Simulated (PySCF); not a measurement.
## Run report: C3H11NSi2, NMR shielding calculation

System: C3H11NSi2, SMILES [SiH3]N[SiH]1CCC1.
Method: GIAO PBE/pcSseg-1 NMR shielding, non-relativistic, IEF-PCM dichloromethane (PySCF 2.14.0).

The geometry comes from this level: GFN2-xTB, coordinate held. Figures and captions count atoms from 1; the log counts them from 0 in places.

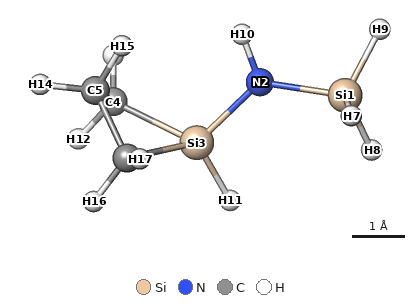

Fig. 1: The structure (ball-and-stick view, seen at a tilt; atoms are numbered from 1 in the order of the input).

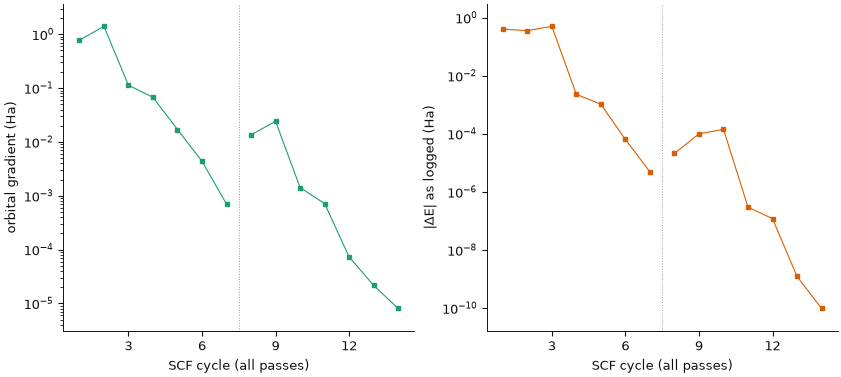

Fig. 2: Convergence of the self-consistent field: orbital gradient and size of the energy change against the SCF cycle. The dotted line marks the change from a coarse to the final integration grid. The first 7 cycles use a coarse grid, the final grid takes over at cycle 8, and the field converges after 14 cycles in all.

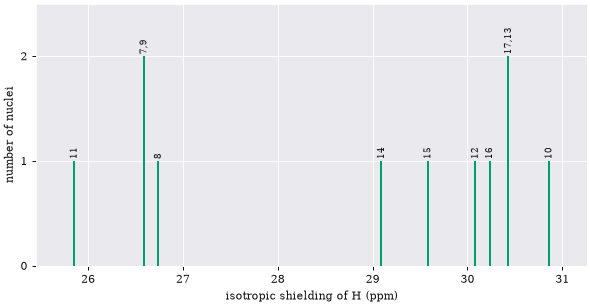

Fig. 3: Isotropic shieldings of the hydrogen nuclei in this fixed geometry, labelled by atom number; shielding grows to the right, so chemical shift grows to the left. The least shielded is H11 (25.9 ppm), the most shielded H10 (30.9 ppm).

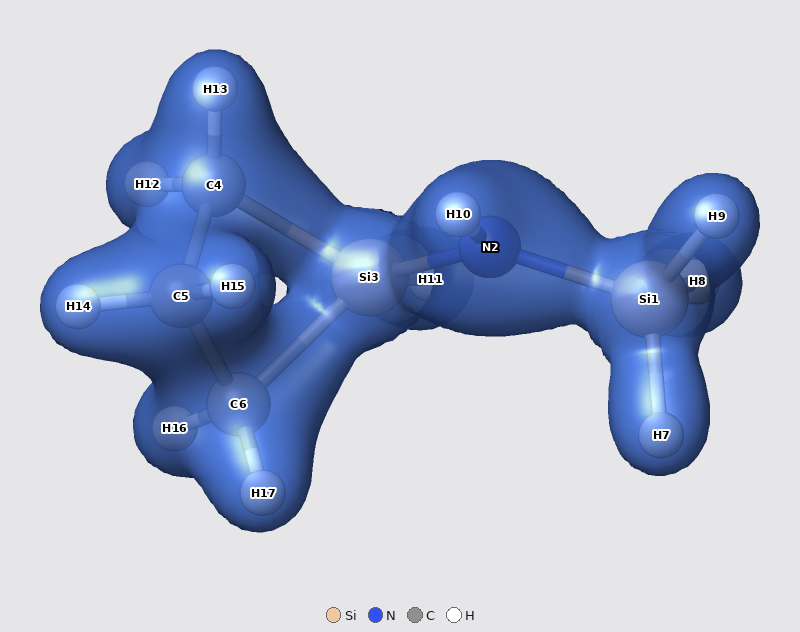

Fig. 4: Isosurface of the total electron density at 0.5 e/Å³ (blue), seen face on. At this value the surface is in one piece. On the grid the lowest density along these lines, outside the cores, is 1.6 e/Å³ (C–C, 1.53 Å), 0.9 e/Å³ (Si–N, 1.73 Å), 0.75 e/Å³ (C–Si, 1.91 Å) and 2.2 e/Å³ (N–H, 1.01 Å).

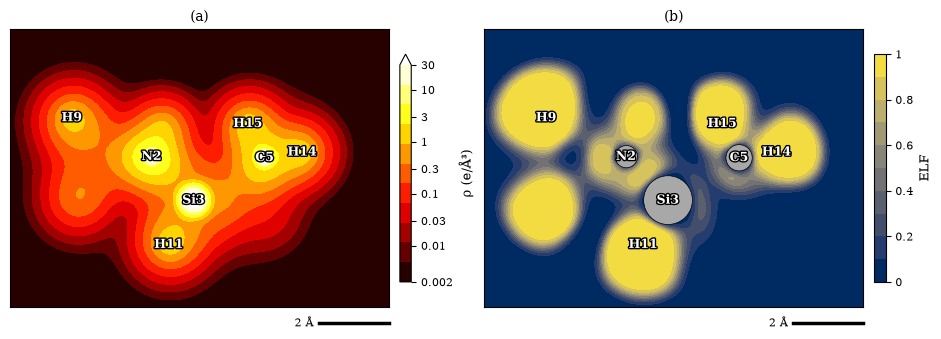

Fig. 5: (a) electron density; (b) ELF on the plane of atoms N2, Si3 and H11. Grey discs, where drawn, cover atomic cores. The plane passes through N, Si, C and H nuclei. Si–N (1.73 Å): ρ is about 1.1 e/Å³ halfway; the ELF peaks at about 0.90 between the atoms, which marks a polar covalent bond.

These pictures come from the run below.

**Input**
```
{"job": {"kind": "nmr", "xc": "PBE", "basis": "pcSseg-1", "solvent": "dichloromethane", "every": 1, "pop": false}, "charge": 0, "multiplicity": 1}
Si     2.938909    -0.123828    -0.295316
N      1.347197     0.112235     0.351669
Si    -0.074052     0.689564    -0.443533
C     -1.542805     0.917552     0.753309
C     -1.804332    -0.583215     0.564340
C     -1.421688    -0.632832    -0.919487
H      3.024431    -1.341073    -1.112233
H      3.230930     1.051220    -1.111192
H      3.822970    -0.231282     0.866868
H      1.177066    -0.356890     1.227471
H      0.344534     1.710136    -1.397672
H     -2.347379     1.504645     0.323215
H     -1.397628     1.237403     1.784130
H     -2.829386    -0.896729     0.785265
H     -1.131563    -1.186380     1.170733
H     -2.213761    -0.224663    -1.538454
H     -1.154956    -1.618505    -1.296778
```

The first line tells a small driver script what to run in PySCF; the rest is the geometry in Å.

Command:
```bash
OMP_NUM_THREADS=1 python <driver script> task.json out
```

**Output**
```
coarse grid: 14392 points
cycle   1  E = -753.9193654994  dE =  4.014e-01  |g| = 7.750e-01  |ddm| = 3.726e+00
cycle   2  E = -753.5627922833  dE =  3.566e-01  |g| = 1.405e+00  |ddm| = 2.258e+00
cycle   3  E = -754.0647873709  dE = -5.020e-01  |g| = 1.133e-01  |ddm| = 1.691e+00
cycle   4  E = -754.0670775509  dE = -2.290e-03  |g| = 6.742e-02  |ddm| = 1.709e-01
cycle   5  E = -754.0681160948  dE = -1.039e-03  |g| = 1.701e-02  |ddm| = 7.666e-02
cycle   6  E = -754.0681803242  dE = -6.423e-05  |g| = 4.369e-03  |ddm| = 1.987e-02
cycle   7  E = -754.0681852272  dE = -4.903e-06  |g| = 7.020e-04  |ddm| = 5.686e-03
final grid: 127560 points
cycle   8  E = -754.1122114909  dE = -2.101e-05  |g| = 1.348e-02  |ddm| = 3.421e-02
cycle   9  E = -754.1121120656  dE =  9.943e-05  |g| = 2.421e-02  |ddm| = 3.380e-02
cycle  10  E = -754.1122549159  dE = -1.429e-04  |g| = 1.422e-03  |ddm| = 2.263e-02
cycle  11  E = -754.1122552146  dE = -2.987e-07  |g| = 7.158e-04  |ddm| = 1.669e-03
cycle  12  E = -754.1122553347  dE = -1.201e-07  |g| = 7.306e-05  |ddm| = 7.195e-04
cycle  13  E = -754.1122553359  dE = -1.226e-09  |g| = 2.157e-05  |ddm| = 1.019e-04
cycle  14  E = -754.1122553360  dE = -9.686e-11  |g| = 8.051e-06  |ddm| = 2.501e-05
converged SCF energy = -754.1122553360

GIAO shielding tensors (ppm)
atom      isotropic    diamagn.    paramagn.     s11        s22        s33       span
  0 Si     389.977     879.836    -489.859    344.263    367.223    458.445    114.182
  1 N      258.856     324.834     -65.978    230.594    250.968    295.007     64.413
  2 Si     337.422     880.326    -542.904    297.138    334.639    380.489     83.351
  3 C      156.551     255.338     -98.787    133.683    161.551    174.418     40.734
  4 C      157.568     253.460     -95.893    143.545    159.309    169.848     26.303
  5 C      153.725     255.579    -101.854    132.428    161.775    166.971     34.543
  6 H       26.578      28.648      -2.070     22.448     24.967     32.319      9.871
  7 H       26.741      28.508      -1.767     23.377     25.404     31.442      8.065
  8 H       26.601      27.929      -1.327     23.014     24.840     31.950      8.937
  9 H       30.860      33.773      -2.913     21.291     29.918     41.371     20.079
 10 H       25.853      30.038      -4.185     22.075     24.772     30.714      8.639
 11 H       30.083      32.034      -1.950     27.018     28.393     34.840      7.822
 12 H       30.439      32.002      -1.564     26.639     26.951     37.727     11.088
 13 H       29.093      30.352      -1.259     25.045     26.118     36.116     11.070
 14 H       29.583      33.544      -3.962     26.045     29.509     33.194      7.149
 15 H       30.233      32.508      -2.275     27.139     28.762     34.797      7.658
 16 H       30.426      32.552      -2.127     26.883     27.065     37.329     10.446
```

**Results in brief**

```json
{"quantity": "outcome", "value": "converged"}
{"quantity": "total energy", "value": "−754.112255 hartree"}
{"quantity": "HOMO", "value": "−5.67 eV"}
{"quantity": "LUMO", "value": "−0.37 eV"}
{"quantity": "dipole moment", "value": "1.08 D"}
{"quantity": "isotropic shielding, Si", "value": "337.4 to 390.0 ppm"}
{"quantity": "isotropic shielding, N", "value": "258.9 ppm"}
{"quantity": "isotropic shielding, C", "value": "153.7 to 157.6 ppm"}
{"quantity": "isotropic shielding, H", "value": "25.9 to 30.9 ppm"}
{"quantity": "hardware", "value": "1 CPU thread, shared host"}
{"quantity": "wall time", "value": "36 s"}
{"quantity": "peak memory", "value": "0.69 GiB"}
```
